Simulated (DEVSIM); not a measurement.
Device: Schottky contact on n-type GaSb, at 400 K.

```tsv
layer (left to right)	material	thickness (μm)	Nd (cm⁻³)	τn (s)	τp (s)
1	GaSb	4.80	1.1e16	3.2e-8	3.2e-8
```

Left contact: Schottky, work function 4.54 eV, emission velocity 3.5e6 cm/s. Right contact: ohmic. Voltage is applied to the left contact. Recombination: SRH at mid-gap, radiative, Auger. Mobility is μmin + (μ − μmin)/(1 + (N/Nref)^α).

This is a model device: material constants are rounded textbook-type values typed into the input, and sizes, dopings and lifetimes were drawn at random. Values at 300 K; Nc and Nv go as T^1.5, mobilities as T to minus their exponent, the gap by Varshni's rule with the affinity fixed.

| parameter | GaSb |
|---|---|
| gap (eV) | 0.726 |
| affinity (eV) | 4.06 |
| permittivity | 15.7 |
| Nc (cm⁻³) | 2.1e17 |
| Nv (cm⁻³) | 1.8e19 |
| μn (cm²/Vs) | 5000 |
| μp (cm²/Vs) | 850 |
| μn,min | 1000 |
| μp,min | 190 |
| Nref,n | 2.8e17 |
| Nref,p | 9e17 |
| αn | 1.05 |
| αp | 0.65 |
| T exponent of μn | 2 |
| T exponent of μp | 1.7 |
| B (cm³/s) | 1e-10 |
| Cn (cm⁶/s) | 5e-30 |
| Cp (cm⁶/s) | 5e-30 |
| Varshni α (eV/K) | 0.00042 |
| Varshni β (K) | 140 |

Model (solved in DEVSIM): 1D drift-diffusion, Boltzmann statistics, complete ionisation; no tunnelling, impact ionisation, image-force lowering or self-heating. Metal contacts follow the ideal Schottky-Mott rule: no Fermi-level pinning, no interface dipoles.

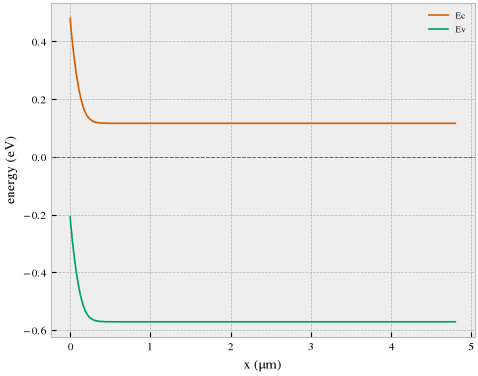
Fig. 1. Band edges at zero bias

Energies count from the Fermi level of the right contact; mesh points crowd at the junctions.

| x (μm) | Ec (eV) | Ev (eV) | n (cm⁻³) | p (cm⁻³) | field (V/cm) |
|---|---|---|---|---|---|
| 0.000 | 0.480 | -0.207 | 2.9e11 | 6.7e16 | -37000 |
| 0.01208 | 0.440 | -0.247 | 9.2e11 | 2.1e16 | -30000 |
| 0.03016 | 0.390 | -0.297 | 3.9e12 | 5.0e15 | -25000 |
| 0.05725 | 0.327 | -0.360 | 2.4e13 | 8.1e14 | -21000 |
| 0.1136 | 0.228 | -0.459 | 4.3e14 | 4.5e13 | -14000 |
| 0.1822 | 0.158 | -0.529 | 3.3e15 | 5.9e12 | -6700 |
| 0.2850 | 0.123 | -0.564 | 9.0e15 | 2.2e12 | -1300 |
| 0.4986 | 0.117 | -0.571 | 1.1e16 | 1.8e12 | -23 |
| 0.7589 | 0.117 | -0.571 | 1.1e16 | 1.8e12 | ≈ 0 |
| 1.149 | 0.117 | -0.571 | 1.1e16 | 1.8e12 | ≈ 0 |
| 1.733 | 0.117 | -0.571 | 1.1e16 | 1.8e12 | ≈ 0 |
| 2.844 | 0.117 | -0.571 | 1.1e16 | 1.8e12 | ≈ 0 |
| 3.502 | 0.117 | -0.571 | 1.1e16 | 1.8e12 | ≈ 0 |
| 3.941 | 0.117 | -0.571 | 1.1e16 | 1.8e12 | ≈ 0 |
| 4.302 | 0.117 | -0.571 | 1.1e16 | 1.8e12 | ≈ 0 |
| 4.476 | 0.117 | -0.571 | 1.1e16 | 1.8e12 | ≈ 0 |
| 4.591 | 0.117 | -0.571 | 1.1e16 | 1.8e12 | ≈ 0 |
| 4.669 | 0.117 | -0.571 | 1.1e16 | 1.8e12 | ≈ 0 |
| 4.732 | 0.117 | -0.571 | 1.1e16 | 1.8e12 | ≈ 0 |
| 4.763 | 0.117 | -0.571 | 1.1e16 | 1.8e12 | ≈ 0 |
| 4.783 | 0.117 | -0.571 | 1.1e16 | 1.8e12 | ≈ 0 |
| 4.800 | 0.117 | -0.571 | 1.1e16 | 1.8e12 | ≈ 0 |
